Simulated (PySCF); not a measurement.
BH12N3Si3 (SMILES N[SiH2]N([SiH3])BN[SiH3])

Input

```
{"job": {"kind": "uv", "xc": "CAM-B3LYP", "basis": "def2-SVPD", "nstates": 8, "ntriplets": 3}, "charge": 0, "multiplicity": 1}
N     -1.344269     2.631866    -0.250250
Si    -2.067035     1.133352     0.191689
N     -0.879085    -0.115365    -0.120713
Si    -1.280073    -1.512311    -1.077646
B      0.418778     0.045176     0.444285
N      1.489865    -0.826457     0.156813
Si     3.133383    -0.800539     0.691137
H     -0.379826     2.772734     0.004497
H     -1.866903     3.481396    -0.113550
H     -2.491071     0.995744     1.596855
H     -3.202891     0.972999    -0.712107
H     -0.557781    -1.479872    -2.358357
H     -2.720862    -1.500994    -1.312473
H     -0.922032    -2.732330    -0.339272
H      0.635135     0.928831     1.188248
H      1.280770    -1.569391    -0.493500
H      3.481723    -2.161631     1.118609
H      3.256730     0.141490     1.799950
H      4.005640    -0.395446    -0.421676
```

Command:

```sh
OMP_NUM_THREADS=1 python probes_run.py task.json out
```

Geometry: GFN2-xTB.

Method: CAM-B3LYP/def2-SVPD, SCF density, gas phase in PySCF.

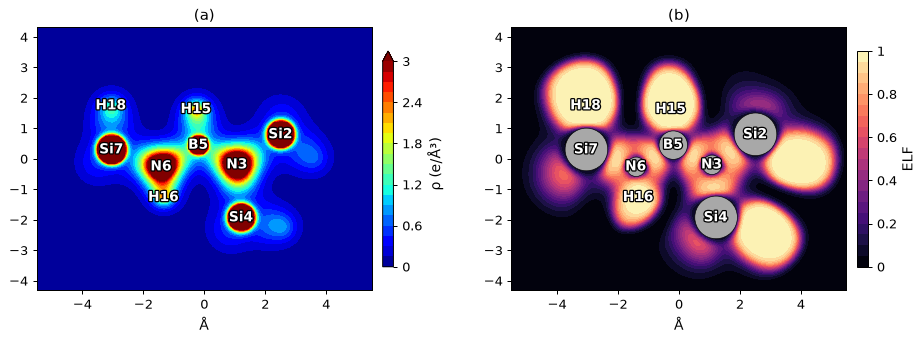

Figure 1. (a) electron density; (b) electron localisation function on the plane of atoms N3, B5 and H15. Grey discs cover the atomic cores in the ELF map.

Read the bonding off the picture.

The section cuts through Si, N, B and H sites. B–N (1.41 Å): ρ at the midpoint is about 1.9 e/Å³; the ELF peaks at about 0.95 between the atoms (a polar covalent bond). Si–N (1.74 Å): the density is about 1.1 e/Å³ at the midpoint; the ELF peaks at about 0.90 between the atoms: a polar covalent bond. N–H (1.01 Å): the density is about 2.8 e/Å³ at the midpoint; the ELF climbs to about 1 towards the hydrogen, as it does in any bond to H (an ordinary covalent bond to hydrogen). B–H (1.18 Å): ρ at the midpoint is about 1.2 e/Å³; the ELF climbs to about 1 towards the hydrogen; an ordinary covalent bond to hydrogen. Si–H (1.46 Å): ρ at the midpoint is about 0.81 e/Å³; the ELF climbs to about 1 towards the hydrogen.

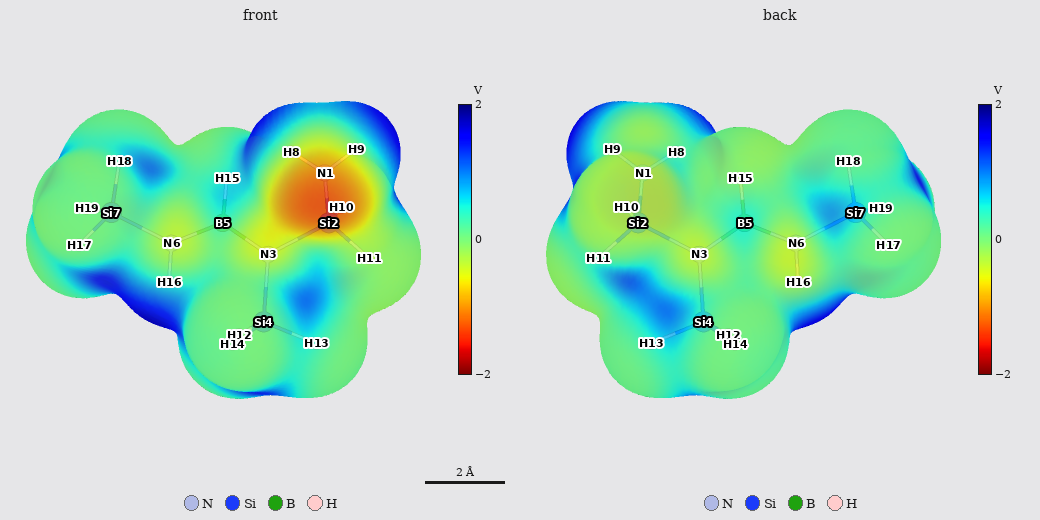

Figure 2. The electrostatic potential painted on the density surface at 0.002 e/bohr³, seen from the front and from behind; red is negative and blue positive.

Where is the surface potential most negative and most positive?

The most negative region (about −1.3 V, or −30 kcal/mol for a unit charge) lies over N1, the most positive (about +1.7 V, or +39 kcal/mol for a unit charge) over H16. N1 is the likeliest acceptor of a hydrogen bond.
